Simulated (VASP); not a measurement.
Band structure of CdS (wurtzite). All values below come from PBE GGA, VASP's PBE PAW potentials (set 64) (plane waves; VASP).

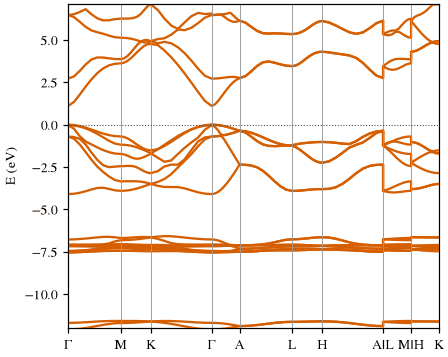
Figure: Bands along high-symmetry lines, zero at the valence-band maximum or, without a gap, the Fermi level

Q: Read the plot: is there a gap, and where are the band edges?

A: The gap is direct, 1.11 eV, from the valence maximum at Γ to the conduction minimum at Γ. (Edges off the drawn lines would not show.)

Measured: gap 2.64 eV at 0 K (computed value off by -1.53 eV), as given by X. Ren et al., All-electron periodic G0W0 implementation with numerical atomic orbital basis functions: algorithm and benchmarks (2021), arXiv:2011.01400 [zero-point renormalisation of 0.068 eV removed from the gap extrapolated to 0 K (as printed)].

The compound is CdS in the wurtzite structure. It was relaxed first.
